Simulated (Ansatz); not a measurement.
System: Si$_{2}$Ge$_{3}$.

```yaml
crystal:
  lattice:
    - [4.11340, 0.00000, 0.00000]
    - [0.00000, 4.11340, 0.00000]
    - [0.00000, 0.00000, 6.43878]
  atoms:
    - { symbol: Si, position: [0.00000, 0.00000, 0.73558] }
    - { symbol: Si, position: [0.50000, 0.50000, 0.24355] }
    - { symbol: Ge, position: [0.50000, 0.00000, 0.96979] }
    - { symbol: Ge, position: [0.00000, 0.50000, 0.96979] }
    - { symbol: Ge, position: [0.00000, 0.00000, 0.35130] }
```

Space group P4mm; a structure generated by program, which may or may not match a known phase.

The calculation used DFT PBE, scalar-relativistic, plane waves, PAW in Ansatz.

What will maps of the valence pseudo-density and electron localisation function show?

Si–Ge (2.71 Å): the density is about 0.3 e/Å³ at the midpoint; the ELF peaks at about 0.70 in the valence shell of Si, 0.9 Å from its nucleus, and is about 0.60 at the midpoint.
Bader's partition of the density gives Si −0.05 and Ge 0.00 to +0.10 e.

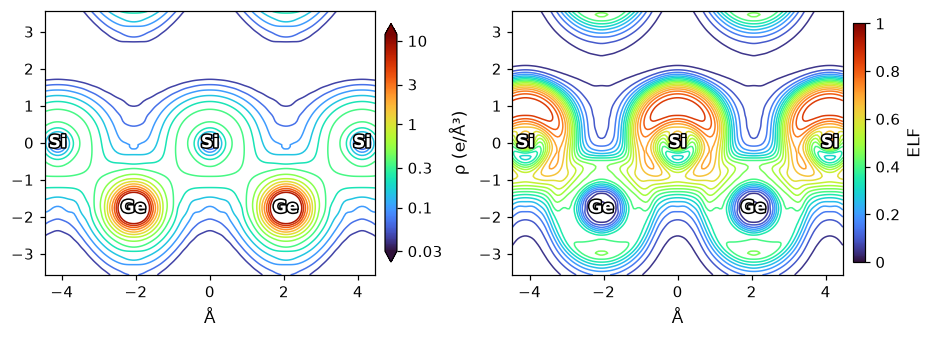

Computed valence pseudo-density and electron localisation function on the (010) plane of the conventional cell, in this order. 

Core electrons are frozen (PAW), and the valence fields are smoothed inside the atomic spheres.
